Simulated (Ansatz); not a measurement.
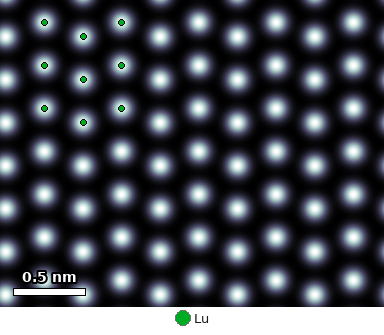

Dark-field STEM-like image of Lu (P6_3/mmc, No. 194) along [100]. Simulation: incoherent imaging, intensity Z^1.8 per atom, probe width 1.30 Å, thin sample. Structure used: the geometry relaxed at fixed volume with DFT r2SCAN, scalar-relativistic, plane waves, PAW (Ansatz 0.2.0).

Coloured dots in one corner mark the columns of the model.

What can be read from this image?

Answer. The columns repeat on a rectangular net of 3.03 × 5.45 Å (plane group p2mg). All columns are alike (Lu). The shortest distance between visible columns is 2.91 Å in projection. Along the beam the structure repeats every 3.50 Å.
